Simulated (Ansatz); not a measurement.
Input file:

```
crystal:
  periodic: [false, false, false]
  atoms:
    - { symbol: Ge, position_ang: [-0.013185, 0.460287, -0.385435] }
    - { symbol: H, position_ang: [0.791937, -0.160928, 2.182691] }
    - { symbol: Ge, position_ang: [2.346051, -0.022099, -0.880977] }
    - { symbol: H, position_ang: [2.481024, -1.496516, -1.28963] }
    - { symbol: H, position_ang: [2.813489, 0.857007, -2.048305] }
    - { symbol: H, position_ang: [3.224474, 0.246322, 0.345052] }
    - { symbol: H, position_ang: [-0.771112, 0.952333, -1.62781] }
    - { symbol: H, position_ang: [-0.775243, -0.709049, 0.24393] }
    - { symbol: F, position_ang: [-0.086713, 1.763023, 0.714023] }
    - { symbol: H, position_ang: [0.641678, 0.516519, 2.282162] }
basis:
  gaussian: { orbitals: def2-mTZVP }
hamiltonian:
  xc: hf
relax:
  f_tol: 0.03
  max_steps: 50
output:
  orbitals: {}
```

Run with:

```sh
ansatz run input.yaml --threads 2 --pin off --max-ram 3072MiB --backend cpu --events-out ev --progress --plain --runs-dir out
```

The fields are those of the run's last geometry, not of the input's.

These are results of RHF/def2-mTZVP in Ansatz, not measurements.

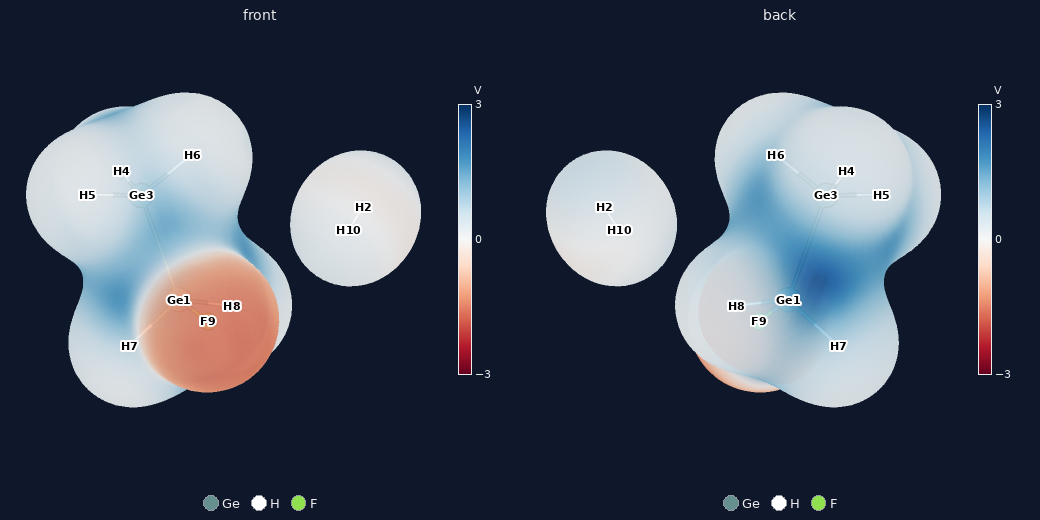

FGe2H5···H2. The molecular electrostatic potential painted on the density surface at 0.002 e/bohr³, seen from the front and from behind; red is negative and blue positive.

Q: Describe the electrostatic potential map.

A: The most negative region (about −1.6 V) lies over F9, the most positive (about +2.4 V) over Ge1.
